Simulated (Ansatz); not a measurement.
**ZnSi (triplet): from a generated start to a stationary point**

Aim: relax a generated start of ZnSi (triplet) and see which bonds hold.

The runs use Ansatz 0.2.0, Gaussian basis; UKS PBE0/def2-TZVP.

**1. The system as given**

2 atoms, charge 0, spin multiplicity 3.

Atoms are counted from 1 here; the program's logs count them from 0.

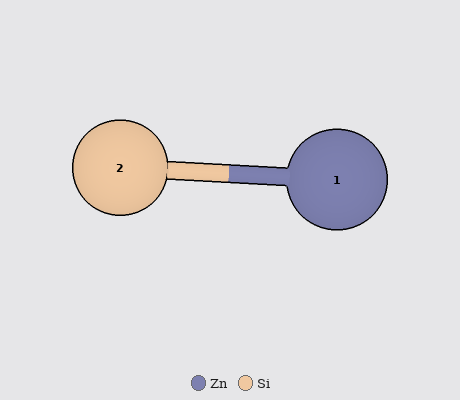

As it starts; zinc blue, silicon light orange; atoms are numbered from 1 in the order of the file.

Coordinates:

```xyz
2
charge 0, multiplicity 3
Zn    0.00000    0.00000    0.00000
Si    0.00000    0.00000    2.33000
```

The start is set by covalent radii. Sticks and bond lists go by distance. 

**2. Relaxation**

Input file in.yaml:

```yaml
crystal:
  periodic: [false, false, false]
  atoms:
    - {symbol: Zn, position_ang: [0.000000, 0.000000, 0.000000]}
    - {symbol: Si, position_ang: [0.000000, 0.000000, 2.330000]}
basis:
  gaussian: {orbitals: def2-TZVP}
magnetization: {spin_polarized: true, initial_magnetization: 2}
hamiltonian: {xc: pbe0}
relax: {f_tol: 0.004, max_steps: 80}
```

Started as:

```bash
$ ansatz run in.yaml --threads 1 --pin off --events-out ev --progress --plain --max-ram 2176MiB
```

What does the calculation give? Wanted: energy gained; shift from the start; total energy; dipole moment; ⟨S²⟩.

As calculated:

```
                  quantity           value
                     steps               4
             energy gained        0.011 eV
shift from the start (rms)         0.032 Å
              total energy  -56284.8218 eV
             dipole moment          2.43 D
                      ⟨S²⟩           2.022
```

In words: The bonds of the start are those of the end. Zn1–Si2 went from 2.330 to 2.393 Å. No vibrations were run, so this is a stationary point, not a proven minimum, and this spin need not be the ground state's.
